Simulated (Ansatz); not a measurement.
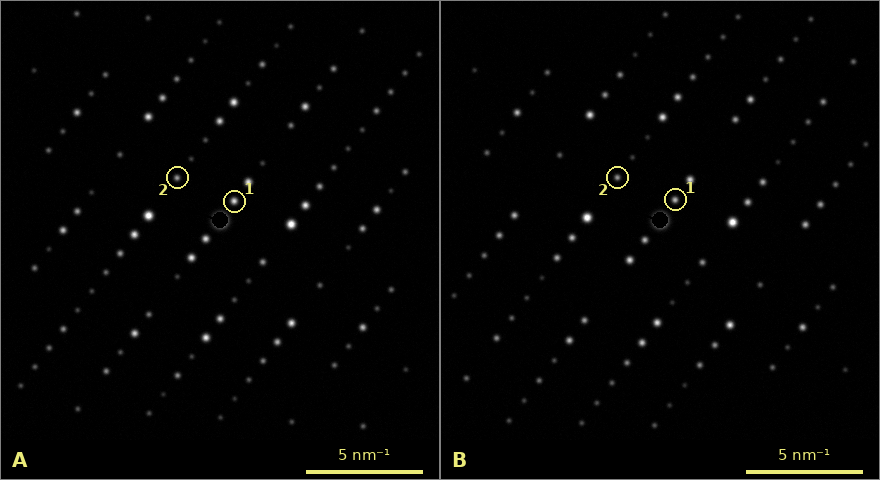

Kinematic electron diffraction patterns (200 kV, B = 0.5 Å², same scale) along [1-10] of the run's own cell, for the start and the end of one relaxation of Sr2Cl3 with Ansatz, DFT PBE, scalar-relativistic, plane waves, PAW. k mesh 12×12×12. The start is a generated model structure, and the relaxation ends in the nearest stationary point of its symmetry, not necessarily the ground state. Spot 1 is -1 -1 -1 and spot 2 is 0 0 -1 in both.

Start structure:

```
CELL_PARAMETERS angstrom
2.24952 1.29876 9.23743
-2.24952 1.29876 9.23743
0.00000 -2.59753 9.23743
ATOMIC_POSITIONS crystal
Sr 0.39642 0.39642 0.39642
Sr 0.60358 0.60358 0.60358
Cl 0.00000 0.00000 0.00000
Cl 0.22213 0.22213 0.22213
Cl 0.77787 0.77787 0.77787
```

Question: Which pattern belongs to the start structure, and which to the relaxed one?

Answer: B is the start: its cell gives d(1) = 9.237 Å, d(2) = 3.858 Å and an angle of 82.0°. A is the relaxed structure, with d(1) = 9.811 Å (+6.2 %), d(2) = 3.859 Å (+0.0 %) and 82.5°.

Question: Name reflections whose intensity changes strongly on relaxation.

Answer: 5 5 5 goes from 10 to 4.1 % of the strongest spot; 3 3 2 goes from 18 to 38 % of the strongest spot; 2 2 4 goes from 7.3 to 16 % of the strongest spot.

Question: What did the relaxation do to the structure and the energy?

Answer: The volume changed by +6.0 % to 34.33 Å³ an atom; with the mean shift removed, the atoms moved by up to 0.18 Å relative to the cell (Cl most); the space group stayed R-3m (No. 166); the free energy fell by 1.8 meV an atom. Relaxed cell: a = 10.148 Å, b = 10.148 Å, c = 10.148 Å, α = 25.59°, β = 25.59°, γ = 25.59°.
